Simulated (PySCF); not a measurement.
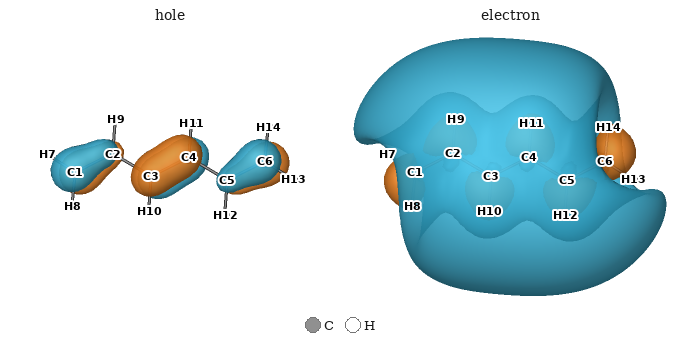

C6H8, SMILES `C=CC=CC=C`. Leading natural transition orbital pair of S₃ (full linear response singlet states); the surfaces enclose about 70 % of each orbital's density.

Computed with PySCF, ωB97X/6-31+G*, geometry: GFN2-xTB. No frequency check shows the geometry to be a minimum.

Input script:

```python
import numpy as np
from pyscf import gto, scf, dft, tdscf
from pyscf.scf import atom_ks, atom_hf
from scipy.linalg import block_diag

def solve(mol, dm0=None, hcore=None):
    mf = (dft.UKS if mol.spin else dft.RKS)(mol, xc='wb97x')
    mf.grids.level = 3
    mf = mf.density_fit(auxbasis='def2-universal-jkfit')
    mf.conv_tol, mf.max_cycle = 1e-8, 80
    if hcore is not None:
        mf.get_hcore = lambda *args: hcore
    mf.kernel(dm0)
    if not mf.converged:
        mf = mf.newton().run(mf.mo_coeff, mf.mo_occ, max_cycle=30)
    assert mf.converged, 'SCF not converged'
    return mf

mol = gto.M(atom='''
C      3.04301     0.16678     0.00000
C      1.84884    -0.42218     0.00000
C      0.60263     0.29655     0.00000
C     -0.60263    -0.29655     0.00000
C     -1.84884     0.42218     0.00000
C     -3.04301    -0.16678     0.00000
H      3.95887    -0.39841     0.00000
H      3.14132     1.24006     0.00000
H      1.77813    -1.50267     0.00000
H      0.66765     1.37758     0.00000
H     -0.66765    -1.37758     0.00000
H     -1.77813     1.50267     0.00000
H     -3.95887     0.39841     0.00000
H     -3.14132    -1.24006     0.00000
''', basis='6-31+g*', charge=0, spin=0, verbose=4)
mf = solve(mol)
td = mf.TDDFT()
td.nstates, td.singlet, td.conv_tol = 6, True, 1e-5
td.kernel()
td.analyze()
x, y = np.array([p[0] for p in td.xy]), np.array([p[1] + 0 * p[0] for p in td.xy])
f, mu = td.oscillator_strength(), td.transition_dipole()
nto = [td.get_nto(state=i + 1, verbose=4) for i in range(len(td.e))]
# spherically averaged free atoms, for the promolecule
atm = atom_ks.get_atm_nrks(mol, xc='wb97x')
pro = block_diag(*[(atm[a[0]][2] * atm[a[0]][3]) @ atm[a[0]][2].T for a in mol._atom])
np.savez('result.npz', e=td.e, f=f, ok=td.converged, w=[n[0] for n in nto], nto=[n[1] for n in nto], x=x, y=y, c=mf.mo_coeff, occ=mf.mo_occ, eps=mf.mo_energy, pro=pro, mu=mu)
```

Command:

```sh
OMP_NUM_THREADS=1 python input.py
```

The run took 7.4 min on 1 thread of Intel(R) Xeon(R) 6975P-C (Granite Rapids) (shared host), peak memory 0.85 GiB.

Characterise the state.

6.57 eV (189 nm), f = 0.013, π → diffuse (Rydberg-like) orbital; the leading pair carries 95 %; hole on C1, C3, C4 and C6 (18 % each) and C2 and C5 (10 % each), electron on C3 and C4 (13 % each), C2 and C5 (12 % each) and C1 and C6 (10 % each) (atom shares of so diffuse an orbital are rough); their centroids lie 0.0 Å apart; S₂ lies within 0.1 eV of it. In canonical orbitals it is mainly HOMO → LUMO+2 (77 %). The HOMO–LUMO gap is 8.89 eV.
